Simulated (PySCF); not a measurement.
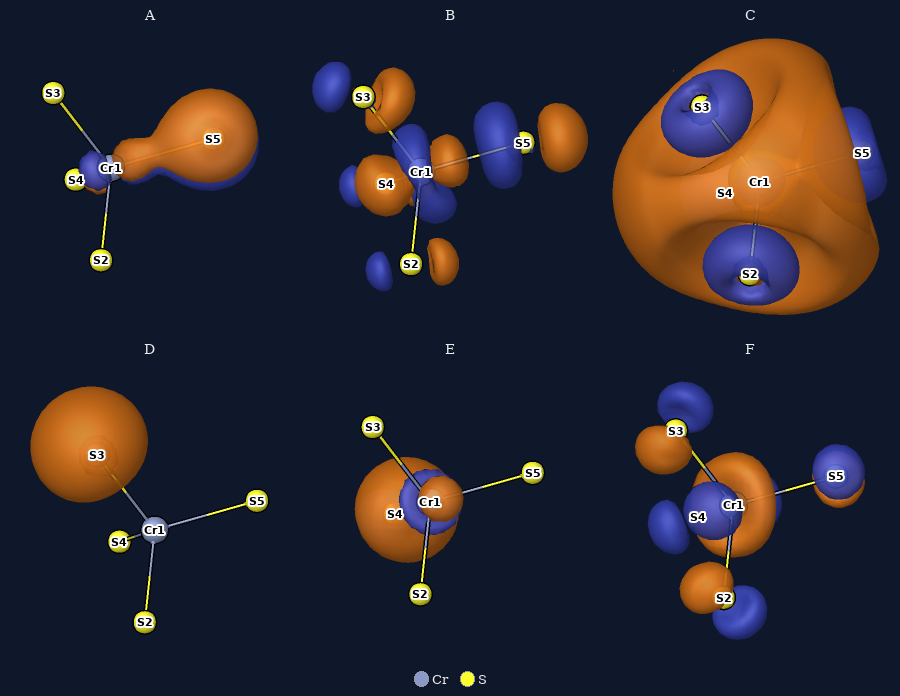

*[CrS4]2- (CrS4, charge −2). Intrinsic bond orbitals (IBO), occupied and valence-virtual; each surface holds about 70 % of the orbital's density. Energies are diagonal elements of the Fock matrix.*

PySCF calculation, BLYP/def2-SVP, gas phase; geometry: GFN2-xTB. This is a single-reference result, which may miss multireference character in this system. No frequency check shows the geometry to be a minimum. GFN2-xTB bond lengths at metals and heavier atoms can be off by up to 0.1 Å and shapes distorted, which carries into these values. The basis has no diffuse functions, which an anion needs.

Coordinates in Å:

```
Cr1     -0.0008    0.0004    0.0026
S2      -0.5592   -1.6127   -1.2057
S3       0.5600    1.6121   -1.2061
S4       1.6157   -0.5585    1.2042
S5      -1.6154    0.5585    1.2037
```

**What does each orbital represent in a Lewis picture?**

By panel:
- A: lone pair on S5, partly donated to Cr1 (S5 82 %, Cr1 16 %; 3.6 eV)
- B: antibonding multicentre orbital mainly over Cr1, S5, S3 and S4 (Cr1 48 %, S5 25 %, S3 12 %; 7.6 eV)
- C: σ* orbital Cr1–S3, mostly on Cr1 (Cr1 77 %, S3 6 %, S5 6 %; 12.9 eV)
- D: lone pair on S3 (s-type) (S3 98 %; −4.2 eV)
- E: σ bond S4–Cr1 (S4 67 %, Cr1 32 %; −0.1 eV)
- F: antibonding multicentre orbital mainly over Cr1, S3, S2 and S5 and further atoms (Cr1 57 %, S3 12 %, S2 11 %; 6.3 eV)

**Which has the smallest and which the largest spatial spread?**

Smallest: D (1.01 Å); largest: C (2.41 Å).

Run time: 4.9 min on 1 thread of Arm Neoverse V1, on a shared host, peak memory 0.43 GiB.
